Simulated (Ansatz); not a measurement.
CH8GaN: several calculations on one system

### Relaxation

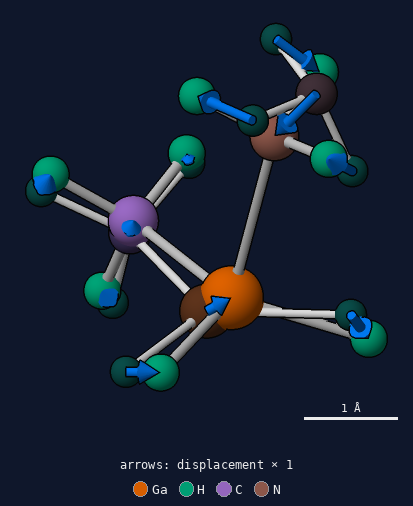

This is a relaxation of CH$_{8}$GaN. The starting structure is drawn faded, the final one solid; blue arrows show the displacements, at their true length. The two geometries are superimposed by the best rigid fit.

The picture is a ball-and-stick view, seen from a free direction.

The run prepares an end point of a later path (reaction) calculation, from a guessed geometry.

Theory: Ansatz, RKS PBE0-D4/def2-mTZVP.

The input:
```yaml
crystal:
  periodic: [false, false, false]
  atoms:
    - { symbol: Ga, position_ang: [0.063954, -0.170239, -0.079156] }
    - { symbol: H, position_ang: [-0.040524, -0.291993, 1.486948] }
    - { symbol: C, position_ang: [1.8126, -0.169511, -0.984094] }
    - { symbol: H, position_ang: [2.056315, -1.190251, -1.295706] }
    - { symbol: H, position_ang: [1.807795, 0.445699, -1.886447] }
    - { symbol: H, position_ang: [2.616256, 0.170762, -0.329958] }
    - { symbol: H, position_ang: [-1.276171, -0.04617, -0.897897] }
    - { symbol: "N", position_ang: [-0.070986, 2.562087, 1.429566] }
    - { symbol: H, position_ang: [0.813, 2.756064, 0.974332] }
    - { symbol: H, position_ang: [-0.827967, 2.746087, 0.781222] }
    - { symbol: H, position_ang: [-0.096472, 1.564263, 1.710089] }
basis:
  gaussian: { orbitals: def2-mTZVP }
hamiltonian:
  xc: pbe0
  dispersion: d4
relax:
  f_tol: 0.03
  max_steps: 50
output:
  orbitals: {}
```

Launched with:
```bash
ansatz run input.yaml --threads 2 --pin off --max-ram 3072MiB --backend cpu --events-out ev --progress --plain --runs-dir out
```

### What did the optimiser do to the structure, and how much energy did it gain?

The atom that moves furthest after the best rigid fit is H10 (0.98 Å). By element the largest moves are H 0.98 Å, N 0.77 Å, Ga 0.32 Å, C 0.23 Å. Near-neighbour distances that change, for instance: Ga1–N8 3.124 → 2.159 Å, Ga1–C3 1.969 → 1.991 Å, N8–H11 1.037 → 1.016 Å, Ga1–H2 1.574 → 1.591 Å. New bonds form, among them: Ga1–N8 (3.12 → 2.16 Å). Among the angles between lasting bonds that change: H2–Ga1–C3 121.1° → 118.1°, C3–Ga1–H7 121.1° → 118.5°. The energy falls by 92.9 kJ/mol in 24 geometry steps. The largest force component goes from 0.98 to 0.025 eV/Å. The forces were under the threshold at step 18, but the run went on from there.

### Relaxation

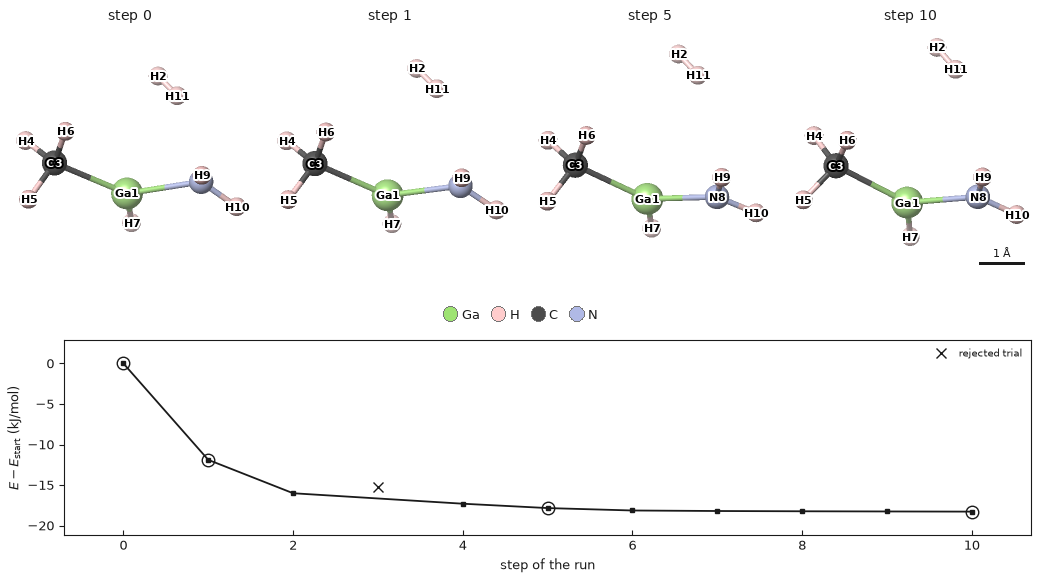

Frames of a relaxation of CH₈GaN, marked on the history of the run. The picture is a ball-and-stick view, seen at a tilt.

The run prepares an end point of a later path (reaction) calculation, from a guessed geometry.

Method: RKS PBE0-D4/def2-mTZVP (Ansatz 0.2.0).

Input
```yaml
crystal:
  periodic: [false, false, false]
  atoms:
    - { symbol: Ga, position_ang: [-0.009425, 0.735139, -0.472025] }
    - { symbol: H, position_ang: [0.278643, -0.282133, 2.092502] }
    - { symbol: C, position_ang: [1.751206, -0.026546, -0.902787] }
    - { symbol: H, position_ang: [1.724938, -1.11527, -0.835103] }
    - { symbol: H, position_ang: [2.054631, 0.230359, -1.921263] }
    - { symbol: H, position_ang: [2.51983, 0.344634, -0.223793] }
    - { symbol: H, position_ang: [-1.410301, 0.159993, -0.87847] }
    - { symbol: "N", position_ang: [-0.063746, 2.254789, 0.661495] }
    - { symbol: H, position_ang: [0.752227, 2.848337, 0.73855] }
    - { symbol: H, position_ang: [-0.903573, 2.817627, 0.68475] }
    - { symbol: H, position_ang: [0.16337, 0.409871, 1.965045] }
basis:
  gaussian: { orbitals: def2-mTZVP }
hamiltonian:
  xc: pbe0
  dispersion: d4
relax:
  f_tol: 0.03
  max_steps: 50
output:
  orbitals: {}
```

Launched with:
```bash
ansatz run input.yaml --threads 2 --pin off --max-ram 3072MiB --backend cpu --events-out ev --progress --plain --runs-dir out
```

Q: What happens along the run?

A: The energy falls by 18.3 kJ/mol in 9 accepted moves (10 points after the start). Largest force component: 1.6 eV/Å at the start, 0.023 eV/Å at the end. The line search rejected the trial step at point 3 of the run. H2 moves most after the best rigid fit: 0.68 Å. Largest moves by element: H 0.68 Å, N 0.36 Å, Ga 0.22 Å, C 0.08 Å. Near-neighbour distances that change, for instance: Ga1–N8 1.897 → 1.824 Å, H2–H11 0.713 → 0.746 Å. Among the angles between lasting bonds that change: Ga1–N8–H9 119.5° → 124.4°. The run took 41 s on 2 threads of Intel(R) Xeon(R) Platinum 8259CL CPU @ 2.50GHz (Skylake/Cascade Lake), on a shared host, peak memory 0.23 GiB. From step 0 to 1: H2 moves most (0.19 Å), energy −11.9 kJ/mol. From step 1 to 5: H2 moves most (0.35 Å), energy −5.95 kJ/mol. From step 5 to 10: H7 moves most (0.21 Å), energy −0.44 kJ/mol.

Limits of the set-up: the start holds two separate molecules, 2.3 Å apart at their closest, whose relative position is a soft coordinate.

### Path

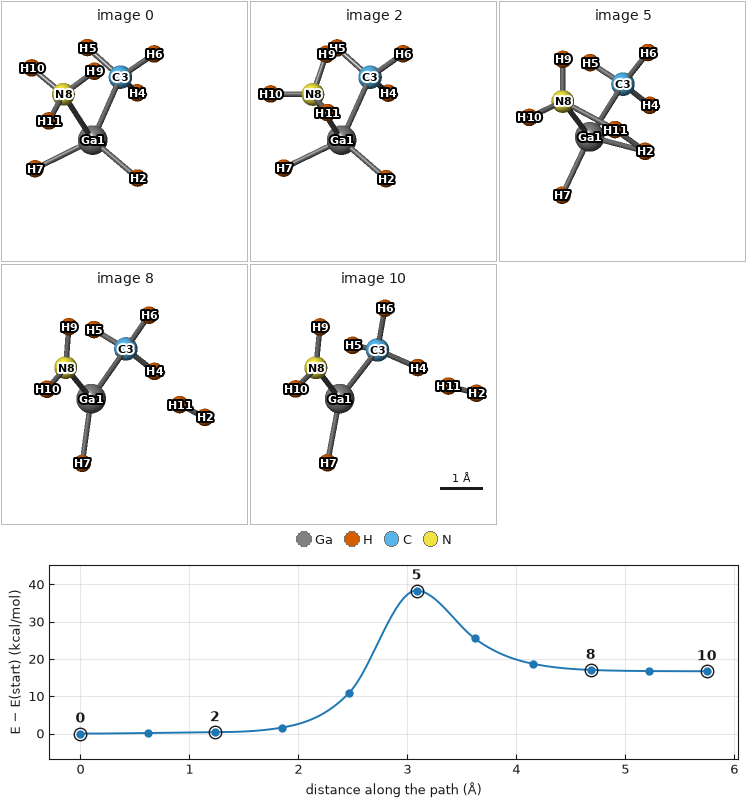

A search for the minimum-energy path of CH₈GaN by the nudged elastic band. Images are numbered from 0 (start) to 10 (end). Style: ball-and-stick. Shown from a free direction.

The calculation used RKS PBE0-D4/def2-mTZVP (Ansatz). Settings: 9 movable images; climbing image; force threshold 0.05 eV/Å; iteration limit 37; starting path through a guess of the saddle point.

### What happens along the path, and what is the barrier?

The highest point, image 5, lies 38.4 kcal/mol above the start and 21.7 kcal/mol above the end; the end is at +16.7 kcal/mol relative to the start. Breaking: Ga1–H2 (1.59 → 1.92 at the top → 3.64 Å), N8–H11 (1.02 → 1.43 at the top → 3.22 Å). Forming: H2–H11 (3.04 → 0.99 at the top → 0.75 Å). The band converged in 16 iterations. The largest component of the band force went from 6.5 to 0.048 eV/Å. The climbing image converged on the top of the path. Its vibrational analysis gives one imaginary mode (1370i cm⁻¹), as a transition state must have.

The run took 8.8 min on 2 threads of Intel(R) Xeon(R) Platinum 8259CL CPU @ 2.50GHz (Skylake/Cascade Lake), with other jobs on the host, peak memory 0.24 GiB.
